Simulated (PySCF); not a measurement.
Excited-state calculation, with input and output: P2H2

- system: P2H2 (phosphanylidenephosphane)
- method: TDDFT PBE0/def2-SVPD, vertical, gas phase, core orbitals frozen in the response (PySCF 2.14.0)

The geometry comes from this level: GFN2-xTB.

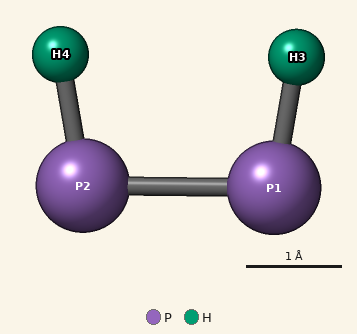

**Figure 1.** The structure (ball-and-stick view, seen on its broad side; atoms are numbered from 1 in the order of the input). Bond lengths as drawn: H–P 1.40 Å and P–P 2.03 Å.

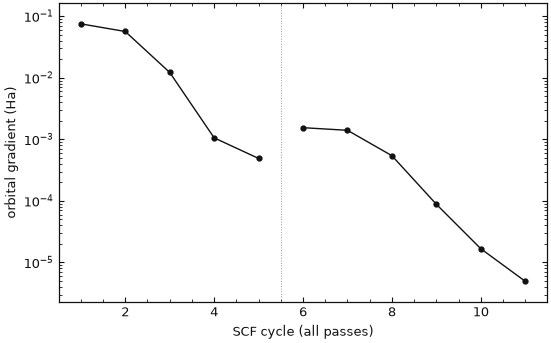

**Figure 2.** Convergence of the self-consistent field: orbital gradient against the SCF cycle. The dotted line marks the change from a coarse to the final integration grid. The first 5 cycles use a coarse grid, the final grid takes over at cycle 6, and the field converges after 11 cycles in all.

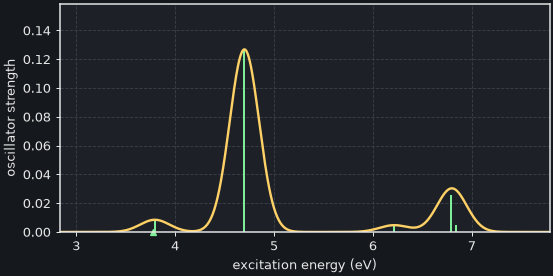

**Figure 3.** Computed excitations as sticks (degenerate states added up, dark ones marked on the axis), with a Gaussian envelope of 0.35 eV full width at half maximum, scaled to the tallest. Of the 6 states the lowest lies at 3.78 eV (f = 0.000); the strongest line is at 4.70 eV, or 264 nm (f = 0.127).

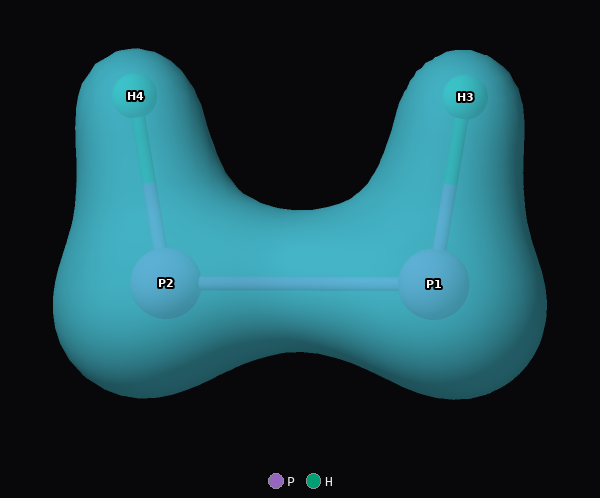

**Figure 4.** Isosurface of the total electron density at 0.6 e/Å³ (cyan), seen at a tilt. At this value the surface is in one piece. On the grid the lowest density along these lines, outside the cores, is 1 e/Å³ (P–P, 2.03 Å) and 1.1 e/Å³ (P–H, 1.40 Å).

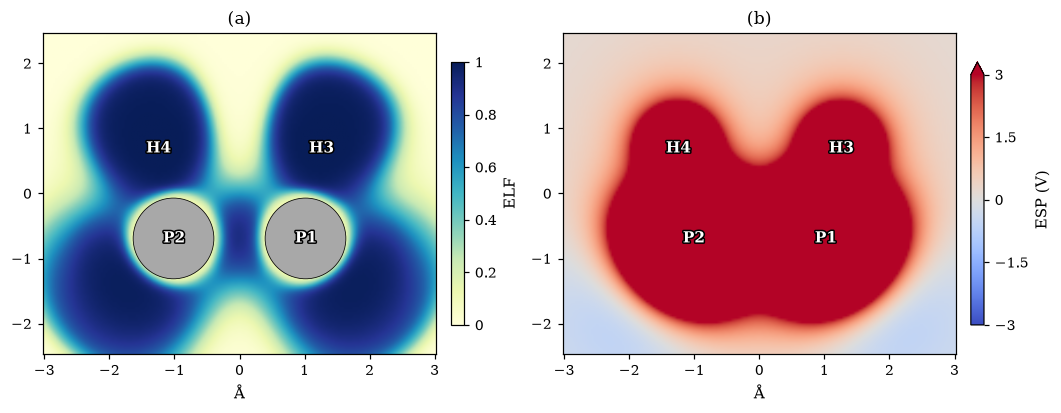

**Figure 5.** (a) ELF; (b) electrostatic potential on the molecular plane. Grey discs, where drawn, cover atomic cores. Atoms in the plane: P and H. P–P (2.03 Å): the ELF peaks at about 0.90 between the atoms, which marks a shared electron pair. P–H (1.40 Å): the ELF climbs to about 1 towards the hydrogen, as it does in any bond to H.

The input that produced these results follows, with the program's output.

Input:
```
{"job": {"kind": "uv", "xc": "PBE0", "basis": "def2-SVPD", "nstates": 6, "ntriplets": 2}, "charge": 0, "multiplicity": 1}
P     -0.940817    -0.678380    -0.379920
P      1.008969    -0.681472     0.177869
H     -1.232767     0.684109    -0.218212
H      1.174849     0.680516     0.470566
```

The first line tells a small driver script what to run in PySCF; the rest is the geometry in Å.

Command:
```bash
OMP_NUM_THREADS=1 python <driver script> task.json out
```

The program's output:
```
coarse grid: 4488 points
cycle   1  E = -683.3271540262  dE =  3.010e-03  |g| = 7.515e-02  |ddm| = 2.158e+00
cycle   2  E = -683.3279871136  dE = -8.331e-04  |g| = 5.643e-02  |ddm| = 2.586e-01
cycle   3  E = -683.3292482225  dE = -1.261e-03  |g| = 1.221e-02  |ddm| = 1.199e-01
cycle   4  E = -683.3293077638  dE = -5.954e-05  |g| = 1.057e-03  |ddm| = 2.289e-02
cycle   5  E = -683.3293081515  dE = -3.878e-07  |g| = 4.891e-04  |ddm| = 3.130e-03
final grid: 34600 points
cycle   6  E = -683.4024703667  dE = -6.106e-06  |g| = 1.545e-03  |ddm| = 3.418e-02
cycle   7  E = -683.4024704574  dE = -9.068e-08  |g| = 1.401e-03  |ddm| = 4.950e-03
cycle   8  E = -683.4024710746  dE = -6.172e-07  |g| = 5.417e-04  |ddm| = 2.664e-03
cycle   9  E = -683.4024711939  dE = -1.193e-07  |g| = 8.805e-05  |ddm| = 8.202e-04
cycle  10  E = -683.4024711970  dE = -3.105e-09  |g| = 1.670e-05  |ddm| = 1.534e-04
cycle  11  E = -683.4024711972  dE = -1.194e-10  |g| = 4.937e-06  |ddm| = 3.707e-05
converged SCF energy = -683.4024711972

Static polarisability (au): isotropic 52.706, principal 39.599 45.787 72.733

Singlet excitations
state   eV       nm        f      main configurations
  1   3.7769    328.3   0.00001   H-2->L 0.99
  2   3.7954    326.7   0.00848   H-1->L 0.99
  3   4.7011    263.7   0.12686   H->L 0.93
  4   6.2148    199.5   0.00474   H->L+1 0.99
  5   6.7913    182.6   0.02602   H-2->L+1 0.97
  6   6.8424    181.2   0.00454   H-1->L+1 0.93

Triplet excitations (Tamm-Dancoff, eV): 2.1553 2.8776
```

Results in brief:

```json
{"quantity": "outcome", "value": "converged"}
{"quantity": "total energy", "value": "−683.402471 hartree"}
{"quantity": "HOMO", "value": "−7.81 eV"}
{"quantity": "LUMO", "value": "−2.90 eV"}
{"quantity": "dipole moment", "value": "1.21 D"}
{"quantity": "mean polarisability", "value": "52.71 a.u."}
{"quantity": "lowest singlet excitation", "value": "3.78 eV"}
{"quantity": "hardware", "value": "1 CPU thread, shared host"}
{"quantity": "wall time", "value": "3.1 s"}
{"quantity": "peak memory", "value": "0.3 GiB"}
```
